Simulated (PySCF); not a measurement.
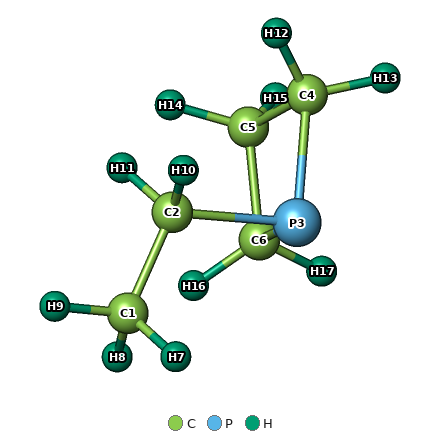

C₅H₁₁P, SMILES CCP1CCC1. Vertical core-electron binding energies by ΔSCF (SCAN, pcX-2 on the ionised atom, pcseg-1 elsewhere, spin-free X2C; PySCF 2.14.0, at a PBE0-D3(BJ)/def2-SVP geometry (no frequency check)), gas phase, against the vacuum level. One atom of each kind was ionised; within a panel, areas follow the number of like atoms and 2j + 1 (2p levels are split by first-order spin-orbit coupling, an approximation), each panel is scaled alone, Gaussians of 0.4 eV full width. Only the regions named are shown. Lines closer than the width merge in the curve. The order of lines from different atoms under 0.3 eV apart is within the error of the method.

**Predict the C 1s and P 2p photoelectron lines.**

| level | atoms | binding energy (eV) |
| --- | --- | --- |
| C 1s | C5 | 290.6 |
| C 1s | C1 | 290.6 |
| C 1s | C2 | 290.3 |
| C 1s | C4, C6 | 290.1 |
| P 2p1/2 | P3 | 136.6 |
| P 2p3/2 | P3 | 135.7 |

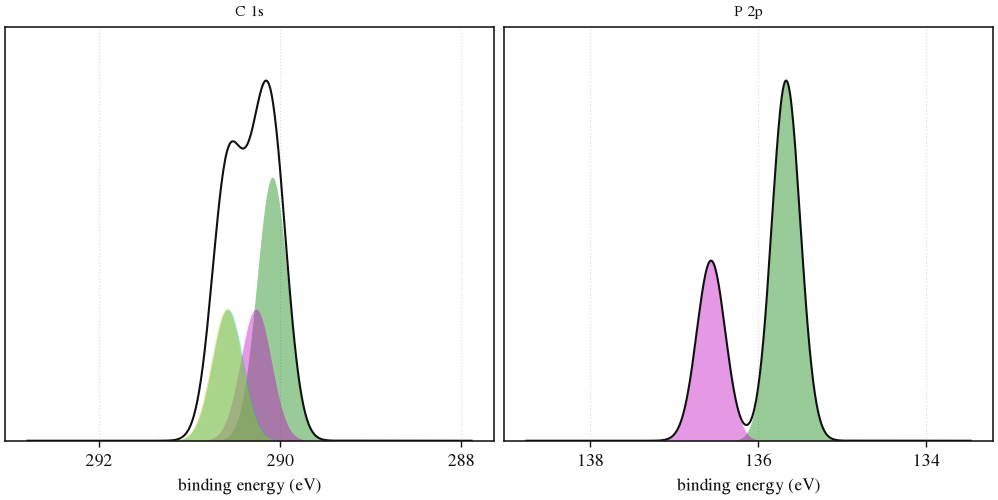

Caveats: one conformer of a flexible molecule.
